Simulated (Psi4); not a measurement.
# H2S2 (SMILES SS): HF/3-21G

What is the vertical ionisation energy of H2S2 at HF/3-21G? 

Program for the calculation: Psi4 1.11.

## 1. The structure to begin with

The species is H2S2 (4 atoms), meant as a singlet with charge 0. SMILES: `SS`. The shape is that of a PBE0-D4/def2-TZVP optimisation.

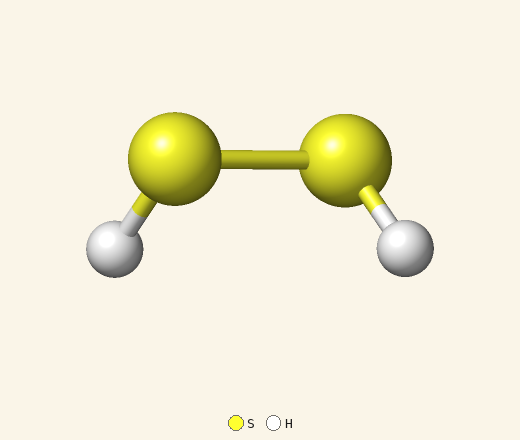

The structure, seen from a chosen angle (sulfur yellow, hydrogen white).

## 2. A single-point energy at HF/3-21G

Contents of h2s2.xyz:

```xyz
4
H2S2
S      0.784480    -0.789210     0.166690
S      0.060220     1.121560     0.067360
H     -0.225420    -1.352590     0.856880
H     -0.619290     1.020250    -1.090950
```

Contents of h2s2_ase.py:

```python
import numpy as np
from ase.calculators.psi4 import Psi4
from ase.io import read

a = read('h2s2.xyz')
calc = Psi4(atoms=a, method='hf', basis='3-21G', memory='2200MB', num_threads=1, charge=0, multiplicity=1, label='calc', reference='rhf')
calc.psi4.set_options({'puream': True, 'e_convergence': 1e-09, 'd_convergence': 1e-08, 'scf_type': 'pk'})
a.calc = calc

print(f'energy: {a.get_potential_energy():.6f} eV')
```

The run is started by

```sh
$ python h2s2_ase.py
```

calc.dat, cut to the lines that bear on the results:

```text
[...]
  Running in c1 symmetry.
[...]
  Nuclear repulsion =   85.443143382187586
[...]
  Multiplicity = 1
[...]
  Nalpha       = 17
  Nbeta        = 17
[...]
    Number of basis functions: 30
[...]
   @RHF iter   1:  -792.21041684177010   -1.25357e-01   6.07273e-03 DIIS/ADIIS
[...]
   @RHF iter  10:  -792.24205295276772   -1.13687e-12   3.60031e-09 DIIS
[...]
    Orbital Energies [Eh]
    ---------------------
    Doubly Occupied:
       1A    -91.349755     2A    -91.349610     3A     -8.954107
       4A     -8.953137     5A     -6.628856     6A     -6.628052
       7A     -6.625477     8A     -6.625385     9A     -6.622116
      10A     -6.622113    11A     -1.099773    12A     -0.908792
      13A     -0.606333    14A     -0.557453    15A     -0.480320
      16A     -0.399952    17A     -0.396948
[...]
  @RHF Final Energy:  -792.24205295276772
   => Energetics <=
    Nuclear Repulsion Energy =             85.4431433821875856
    One-Electron Energy =               -1265.7540350696963287
    Two-Electron Energy =                 388.0688387347409503
    Total Energy =                       -792.2420529527678354
[...]
 Multipole Moments:
 ------------------------------------------------------------------------------------
     Multipole            Electronic (a.u.)      Nuclear  (a.u.)        Total (a.u.)
 ------------------------------------------------------------------------------------
 L = 1.  Multiply by 2.5417464519 to convert [e a0] to [Debye]
 Dipole X            :          0.8184566           -1.5340099           -0.7155532
 Dipole Y            :          0.3220172           -0.6035486           -0.2815314
 Dipole Z            :          0.2267909           -0.4250601           -0.1982691
 Magnitude           :                                                    0.7940951
[...]
```

The script printed:

```text
energy: -21558.004328 eV
```

Run time: 2.1 s. Hardware: 1 thread of AMD EPYC 7R43 (Zen 3), shared host; peak memory 0.19 GiB.

## 3. The doublet cation, same level

Contents of job.in:

```
memory 2200 MB

molecule {
  1 2
  S      0.784480    -0.789210     0.166690
  S      0.060220     1.121560     0.067360
  H     -0.225420    -1.352590     0.856880
  H     -0.619290     1.020250    -1.090950
  units angstrom
  symmetry c1
  no_reorient
  no_com
}

set basis 3-21G
set reference uhf
set puream true
set e_convergence 1e-09
set d_convergence 1e-08
set scf_type pk
set maxiter 100

e = energy("scf")
print_variables()
```

The run is started by

```sh
$ psi4 -n 1 job.in job.out
```

job.out:

```text
[...]
  Running in c1 symmetry.
[...]
  Nuclear repulsion =   85.443143382187571
[...]
  Multiplicity = 2
[...]
  Nalpha       = 17
  Nbeta        = 16
[...]
    Number of basis functions: 30
[...]
   @UHF iter   1:  -791.82369150227760    2.61368e-01   7.28663e-03 DIIS/ADIIS
[...]
   @UHF iter  18:  -791.87303607308706   -2.27374e-13   5.64668e-09 DIIS
[...]
   @S^2 Observed:                8.007278714E-01
[...]
    Orbital Energies [Eh]
    ---------------------
    Alpha Occupied:
       1A    -91.658079     2A    -91.657934     3A     -9.261938
       4A     -9.260983     5A     -6.942778     6A     -6.942565
       7A     -6.932242     8A     -6.931974     9A     -6.928100
      10A     -6.927675    11A     -1.405845    12A     -1.212161
      13A     -0.887639    14A     -0.854890    15A     -0.760984
      16A     -0.713479    17A     -0.691593
    Alpha Virtual:
      18A     -0.179206    19A     -0.070198    20A     -0.062366
      21A      0.356827    22A      0.389363    23A      0.410189
      24A      0.420878    25A      0.450181    26A      0.470091
[...]
  @UHF Final Energy:  -791.87303607308706
   => Energetics <=
    Nuclear Repulsion Energy =             85.4431433821875714
    One-Electron Energy =               -1255.7558098860795326
    Two-Electron Energy =                 378.4396304308048684
    Total Energy =                       -791.8730360730870643
  UHF NO Occupations:
  HONO-2 :   15  A 1.9996716
  HONO-1 :   16  A 1.9748593
[...]
 Multipole Moments:
 ------------------------------------------------------------------------------------
     Multipole            Electronic (a.u.)      Nuclear  (a.u.)        Total (a.u.)
 ------------------------------------------------------------------------------------
 L = 1.  Multiply by 2.5417464519 to convert [e a0] to [Debye]
 Dipole X            :        -24.2777267           23.9437560           -0.3339707
 Dipole Y            :         -9.5521672            9.4207761           -0.1313911
 Dipole Z            :         -6.7268651            6.6343182           -0.0925469
 Magnitude           :                                                    0.3706278
[...]
```

Wall time 2.2 s (1 thread of AMD EPYC 7R43 (Zen 3), shared host); peak memory 0.18 GiB.

## 4. Results

At HF/3-21G:

| quantity | value |
| --- | --- |
| singlet H2S2: total energy | -792.24205 Eh |
| singlet H2S2: dipole moment | 2.02 D |
| singlet H2S2: HOMO energy | -10.80 eV |
| singlet H2S2: LUMO energy | 2.60 eV |
| singlet H2S2: HOMO–LUMO gap | 13.40 eV |
| doublet cation: total energy | -791.87304 Eh |
| doublet cation: HOMO energy (highest over α and β) | -16.95 eV |
| doublet cation: LUMO energy (lowest over α and β) | -9.23 eV |
| doublet cation: ⟨S²⟩ | 0.801 |
| vertical ionisation energy (to the doublet cation) | 10.041 eV |

The vertical ionisation energy comes to 10.04 eV (232 kcal/mol). −ε(HOMO) before ionisation, 10.80 eV, is 0.76 eV above this ionisation energy.
